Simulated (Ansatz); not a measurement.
Where the default PAW files enter, the runs use the earlier of Ansatz's two default sets.

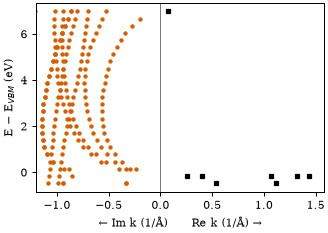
Fig. 1. Complex bands at the centre of the two-dimensional zone; Ansatz (a quantum-chemistry and plane-wave program) with r2SCAN

The gap is the functional's own. No spin-orbit coupling. Mid-gap values are interpolated on the energy grid.

Q: This is KF (Fm-3m, rock salt, 2 atoms a cell, 18.7 Å³ an atom) along the normal of (110). Read off the slowest decay at the centre of the two-dimensional zone at 3.56 eV, the computed energy nearest the middle of the gap.

A: κ ≈ 0.55 1/Å, a decay length 1/(2κ) of the density of 0.91 Å.
